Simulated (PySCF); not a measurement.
**C₃H₈GeO₂Si: density, localisation and related maps**

```yaml
atoms:
  - { symbol: C, position_ang: [-1.2458, 3.2349, -0.2657] }
  - { symbol: C, position_ang: [-0.6797, 2.2329, -0.6139] }
  - { symbol: Ge, position_ang: [0.1549, 0.6142, -1.1605] }
  - { symbol: O, position_ang: [1.5180, 0.4801, -0.0774] }
  - { symbol: C, position_ang: [2.3535, -0.6442, 0.1029] }
  - { symbol: O, position_ang: [-0.9006, -0.7489, -0.9319] }
  - { symbol: Si, position_ang: [-1.7602, -1.5740, 0.1718] }
  - { symbol: H, position_ang: [-1.7265, 4.1209, 0.0413] }
  - { symbol: H, position_ang: [0.5060, 0.5189, -2.6225] }
  - { symbol: H, position_ang: [2.9239, -0.4709, 1.0171] }
  - { symbol: H, position_ang: [3.0459, -0.7583, -0.7348] }
  - { symbol: H, position_ang: [1.7742, -1.5649, 0.2095] }
  - { symbol: H, position_ang: [-2.7232, -0.6809, 0.8160] }
  - { symbol: H, position_ang: [-0.8582, -2.1497, 1.1752] }
  - { symbol: H, position_ang: [-2.3866, -2.6022, -0.6548] }
```

Geometry: GFN2-xTB.

Method: PySCF, wB97X-D/def2-SVPD, SCF density, gas phase.

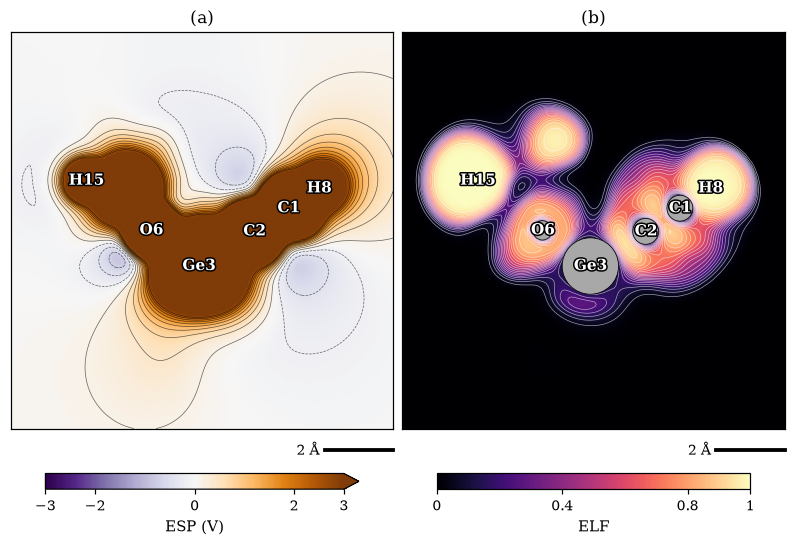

Figure 1. (a) molecular electrostatic potential; (b) electron localisation function on the plane of atoms C2, Ge3 and O6. Grey discs cover the atomic cores in the ELF map.

What do the fields say about this system?

The plane passes through C, Ge, O and H nuclei. C–C (1.20 Å): the ELF peaks at about 0.85 between the atoms (a short, multiple covalent bond). Ge–O (1.74 Å): the ELF peaks at about 0.85 in the valence shell of O, 0.6 Å from its nucleus, and is about 0.30 at the midpoint. C–Ge (1.90 Å): the ELF peaks at about 0.95 in the valence shell of C, 0.7 Å from its nucleus, and is about 0.65 at the midpoint. C–H (1.05 Å): the ELF climbs to about 1 towards the hydrogen, as it does in any bond to H: a covalent bond by its length. The ELF also peaks beside O6, away from the bonds: lone-pair regions. Outside the dense part of the molecule the potential is most negative (−0.9 V) near O6.

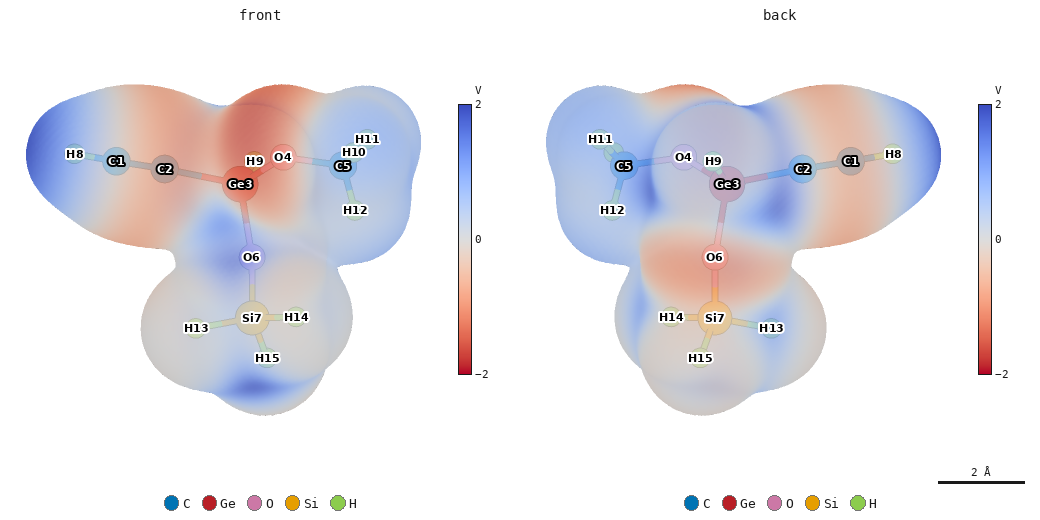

Figure 2. The electrostatic potential painted on the density surface at 0.002 e/bohr³, seen from the front and from behind; red is negative and blue positive.

Which sites attract a positive test charge, and which a negative one?

A positive charge is drawn to the negative regions and a negative charge to the positive ones. The most negative region (about −1.5 V) lies over O4, the most positive (about +1.7 V) over H8. O4 is the likeliest acceptor of a hydrogen bond.

What dipole moment does the calculation give?

Its dipole moment is 0.23 D.
